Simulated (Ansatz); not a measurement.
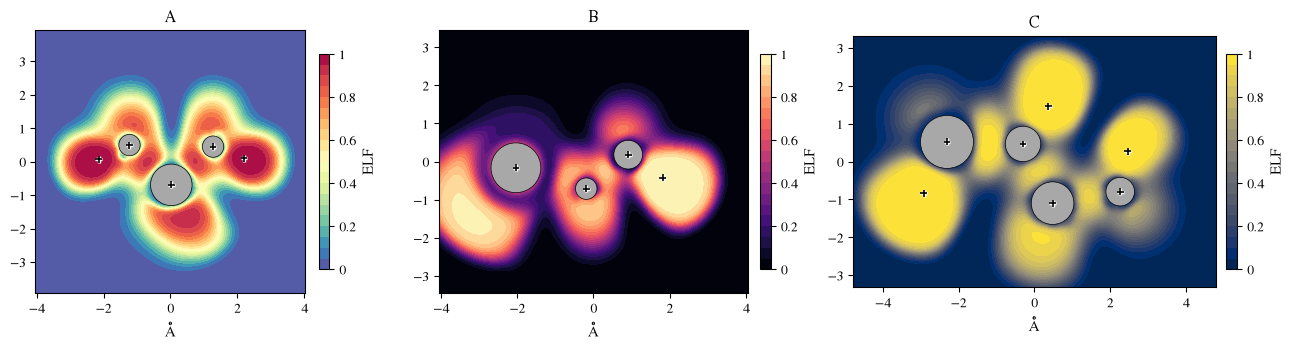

The ELF of 3 systems, each on a plane through atoms (crosses mark nuclei in the plane; grey discs cover the cores).

The calculation used RKS PBE0-D4/def2-TZVPP in Ansatz.

System 1: H₆N₃P (SMILES NP(N)N), the plane of atoms N1, P2 and N3. Geometry: PBE0-D4/def2-TZVP.

```yaml
atoms:
  - { symbol: N, position_ang: [-1.0507, -0.1054, -1.1071] }
  - { symbol: P, position_ang: [0.5547, -0.0817, -0.5721] }
  - { symbol: N, position_ang: [0.2854, -1.2532, 0.6652] }
  - { symbol: N, position_ang: [0.8344, 1.1801, 0.5206] }
  - { symbol: H, position_ang: [-1.2363, 0.3647, -1.9783] }
  - { symbol: H, position_ang: [-1.7959, 0.0018, -0.4305] }
  - { symbol: H, position_ang: [1.1122, -1.3867, 1.2329] }
  - { symbol: H, position_ang: [0.0037, -2.1434, 0.2752] }
  - { symbol: H, position_ang: [0.1684, 1.3417, 1.2655] }
  - { symbol: H, position_ang: [1.2071, 2.0310, 0.1314] }
```

System 2: CH₇BSSi (SMILES CSB[SiH3]), the plane of atoms S2, B3 and H8. Geometry: PBE0-D4/def2-TZVP.

```csv
atom,x (Å),y (Å),z (Å)
C,-0.9374,1.9759,1.0046
S,0.3933,1.1274,0.1182
B,-0.1104,-0.5323,-0.0840
Si,1.1340,-1.7870,-1.0379
H,-1.3049,2.7969,0.3892
H,-0.5404,2.3799,1.9357
H,-1.7450,1.2780,1.2157
H,-1.1711,-0.8820,0.3442
H,0.4601,-2.3596,-2.2383
H,2.3933,-1.1289,-1.4820
H,1.4939,-2.9255,-0.1449
```

System 3: CH₃Cl₂OSb, the plane of atoms O2, C1 and H7. Geometry: PBE0-D4/def2-TZVP; core potentials replace the inner electrons of Sb.

```xyz
8

C    -0.8280   -0.7442   -0.1306
O     0.4339   -0.9285    0.4851
Sb    1.7861    0.4348    0.6246
Cl    0.4253    2.1665    1.4477
Cl    1.7672    1.1493   -1.6152
H    -0.7201   -0.4885   -1.1887
H    -1.3694   -1.6882   -0.0465
H    -1.4029    0.0416    0.3681
```

> Match each panel to its system.

Panel A is system 1, H₆N₃P: the plane holds N, P and H. P–N (1.69 Å): the ELF peaks at about 0.90 between the atoms (a shared but strongly polarised pair). Panel B is system 3, CH₃Cl₂OSb: the plane holds C, O, Sb and H. C–O (1.42 Å): the ELF peaks at about 0.85 between the atoms: a polar covalent bond. Panel C is system 2, CH₇BSSi: the plane holds C, S, B, Si and H. B–S (1.75 Å): the ELF peaks at about 0.90 between the atoms; localised, covalent bonding.
